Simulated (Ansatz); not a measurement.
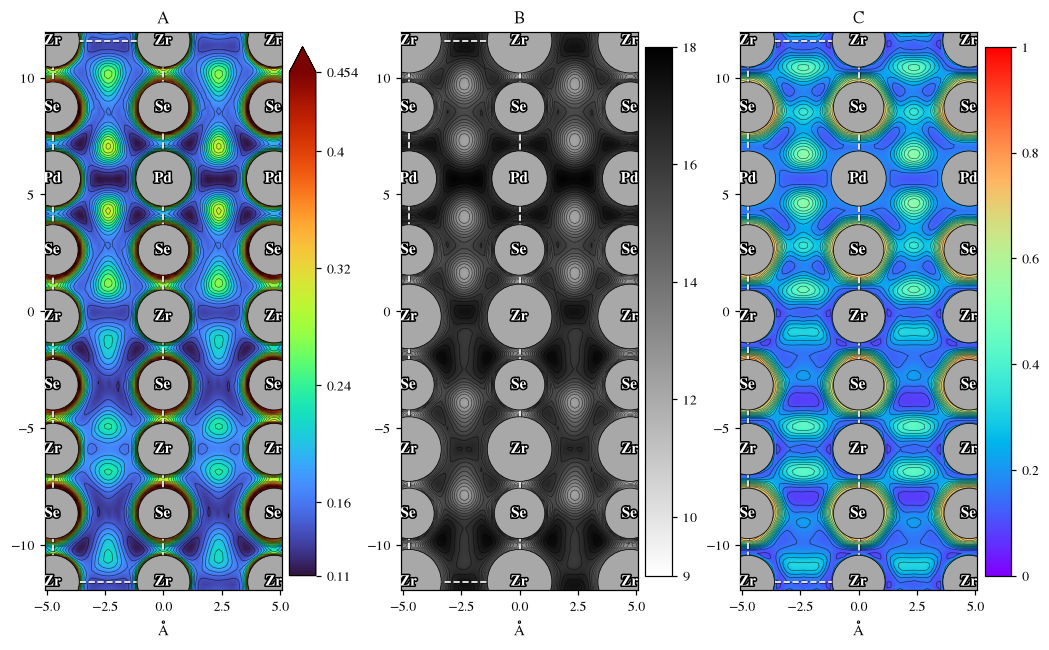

Zr3PdSe4: 3 fields on the (010) plane of the conventional cell, with unlabelled colour scales. Grey discs cover the atomic cores.

Space group R-3m; a generated structure, not necessarily the stable one.

The calculation used Ansatz 0.2.0, DFT PBE, scalar-relativistic, plane waves, PAW.

The panels show electron localisation function, electrostatic potential energy of an electron and valence pseudo-density in some order. Assign them.

Panel A: valence pseudo-density. Panel B: electrostatic potential energy of an electron (low next to the atoms, rising into the space between them). Panel C: electron localisation function. From the grid: Zr–Se (2.75 Å): ρ is about 0.3 e/Å³ halfway; the ELF is about 0.30 at the midpoint (no localised pair shows between them). Zr–Se (2.85 Å): ρ at the midpoint is about 0.29 e/Å³; the ELF is about 0.35 at the midpoint.
